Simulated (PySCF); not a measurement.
C2H5BrSi, SMILES [SiH3]/C=C\Br at its PBE/def2-SVP optimised geometry (Å):

```
9

Si     1.0369     0.8419    -0.0011
C     -0.0741    -0.6827     0.0000
C     -1.4190    -0.6827     0.0000
Br    -2.4672     0.9030     0.0000
H      0.7953     1.6837    -1.2244
H      0.7969     1.6845     1.2219
H      2.4672     0.3769    -0.0020
H      0.3945    -1.6845     0.0001
H     -2.0484    -1.5869     0.0003
```

Computed with PBE/def2-TZVP in PySCF.

Map of the electron localisation function on the plane z = 0.8 Å:

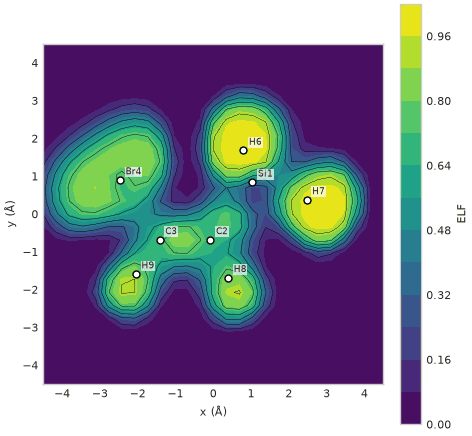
Figure. Electron localisation function on the plane z = 0.8 Å.
